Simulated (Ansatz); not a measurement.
# BHNSi: the cost of one run

Computed with Ansatz 0.2.0, Gaussian basis. Level: def2-QZVPP, all electrons in the functionals, frozen cores in the correlation of double hybrids and RPA.

To be run: wB97M-V, B2PLYP, at charge 0, quartet; charge 0, doublet; charge 0, sextet; charge 1, triplet; charge 1, quintet.

## Step 1: The system

The geometry is a PBE0/def2-TZVP stationary point (not a proven minimum).

4 atoms, charge 0, spin multiplicity 4.

Atoms are counted from 1 here; the program's logs count them from 0.

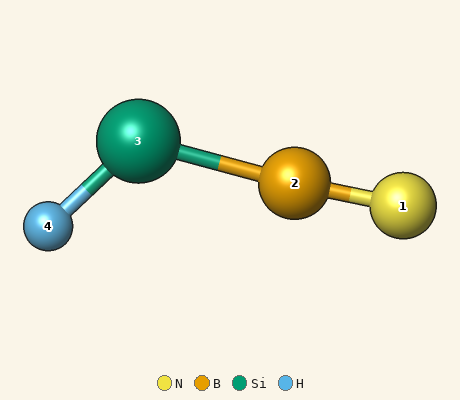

The geometry (nitrogen yellow, boron amber, silicon teal, hydrogen blue); atoms are numbered from 1 in the order of the file.

No dispersion term is added; wB97M-V holds VV10 nonlocal correlation.

The geometry shown and the zero of energy belong to the point charge 0, quartet. The yardstick, UCCSD(T), and other wave-function levels (R restricted, U unrestricted, valence and pair active spaces) come from earlier runs.

## Step 2: wB97M-V, charge 0, quartet

File in.yaml:

```yaml
crystal:
  periodic: [false, false, false]
  atoms:
    - {symbol: N, position_ang: [0.000000, 0.051693, 2.035342]}
    - {symbol: B, position_ang: [0.000000, 0.044493, 0.712376]}
    - {symbol: Si, position_ang: [0.000000, -0.083412, -1.214889]}
    - {symbol: H, position_ang: [0.000000, 1.128664, -2.072682]}
basis:
  gaussian: {orbitals: "def2-QZVPP.json"}
magnetization: {spin_polarized: true, initial_magnetization: 3}
hamiltonian: {xc: {name: wB97M-V}}
output: {orbitals: {seedname: orbitals}}
```

Started as:

```
> ansatz run in.yaml --threads 1 --pin off --events-out ev --progress --plain --max-ram 2393MiB
```

What time and memory should one allow on 1 thread of Arm Neoverse V1, shared host?

About 2 min, with a peak of 0.76 GiB.
